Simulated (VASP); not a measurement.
Band structure of Rh (fcc). All values below come from TPSS meta-GGA, VASP's PBE PAW potentials (set 64) (plane waves; VASP).

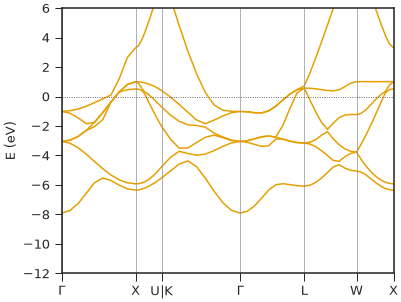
Bands along high-symmetry lines, zero at the valence-band maximum or, without a gap, the Fermi level

### Question
Read the plot: is there a gap, and where are the band edges?

### Answer
It has no gap at this level: it comes out as a metal or semimetal.

The compound is Rh in the fcc structure. It was relaxed first.
